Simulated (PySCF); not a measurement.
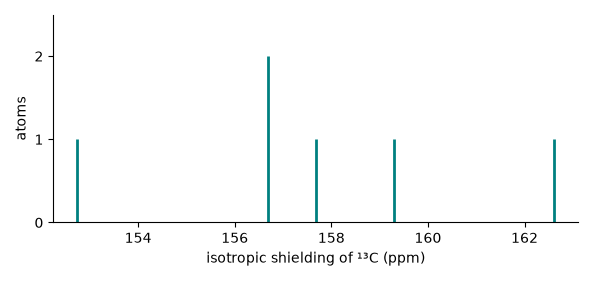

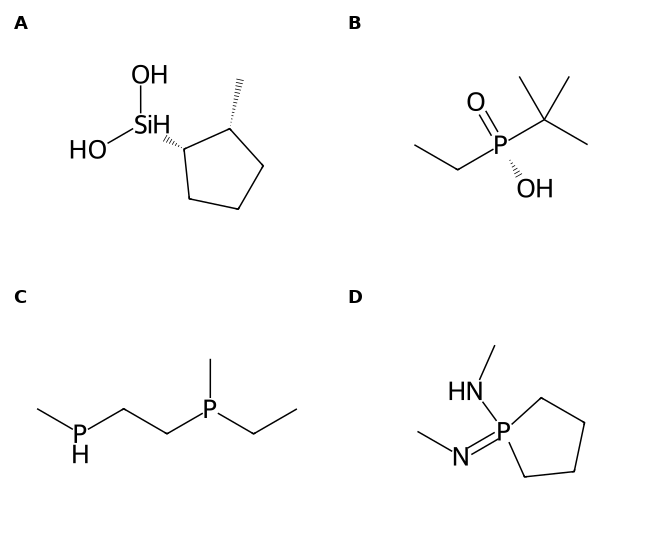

The sticks are computed shieldings of one of the molecules, for one fixed geometry (GFN2-xTB) without averaging over rotations. Low shielding means a high chemical shift. Method: GIAO PBE0/pcSseg-1 NMR shielding, non-relativistic, gas phase (PySCF 2.14.0).

Question: Match the spectrum to a structure.

Answer: D, `CN=P1(NC)CCCC1`. Its 6 C atoms give lines at 152.7, 156.7 (2 atoms), 157.7, 159.3, 162.6 ppm.

The geometry is semi-empirical. Around P such bond lengths and angles can be off by a tenth of an ångström or more and by several degrees, and values that hang on the shape move with them.
